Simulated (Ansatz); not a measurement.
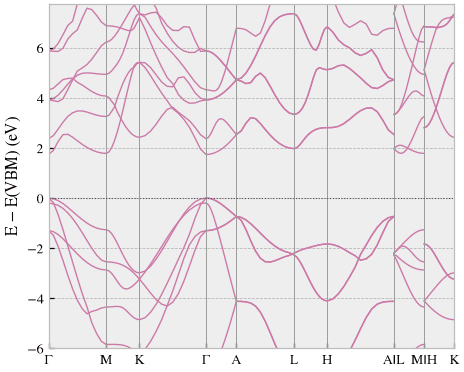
*Band structure from r²SCAN in the plane-wave PAW code Ansatz*

Task: Read off the gap and where the band edges lie.

Result: About 1.7 eV (1.74 eV by a search for the band edges); maximum at Γ, minimum at Γ.

The material is GaP (wurtzite, space group No. 186).

Space group P6_3mc (wurtzite). The workflow started from a Materials Project entry (that database holds measured and hypothetical structures alike); the Crystallography Open Database copy checked does not list it. It is not the phase usual at ambient conditions (space group No. 216). The cell was relaxed with r²SCAN under the symmetry of its start; whether a distortion lowers the energy is not shown. Spin–orbit coupling is left out wherever it is not named.

Potentials: the later of the program's two PAW sets.
